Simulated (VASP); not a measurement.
```yaml
crystal:
  lattice:
    - [6.00518, 0.00000, 0.00000]
    - [0.00000, 6.00518, 0.00000]
    - [0.00000, 0.00000, 6.00518]
  atoms:
    - { symbol: Cs, position: [0.00000, 0.00000, 0.00000] }
    - { symbol: Pb, position: [0.50000, 0.50000, 0.50000] }
    - { symbol: Br, position: [0.50000, 0.00000, 0.50000] }
    - { symbol: Br, position: [0.00000, 0.50000, 0.50000] }
    - { symbol: Br, position: [0.50000, 0.50000, 0.00000] }
```

Level of theory: PBE GGA, VASP's PBE PAW potentials (set 64) (plane waves; VASP 6.6.1). Run with 400 eV cut-off, 4×4×4 Γ-centred mesh, tetrahedra with Blöchl corrections, potentials Cs_sv Pb_d Br.

Unless said otherwise, spin-orbit coupling is left out, though it shifts the bands of the heavy elements here.

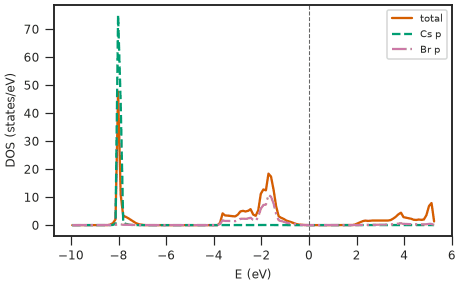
Figure. Total and projected density of states, zero at the valence-band maximum

Within 2 eV below the valence-band maximum the largest weight inside VASP's projection spheres is Br p.

The gap is direct, 1.78 eV, from the valence maximum at R to the conduction minimum at R.

The compound is CsPbBr3 in the cubic perovskite structure, the ideal cubic form; the compound distorts at low or room temperature. It was relaxed first, which changed the volume by +7 %.
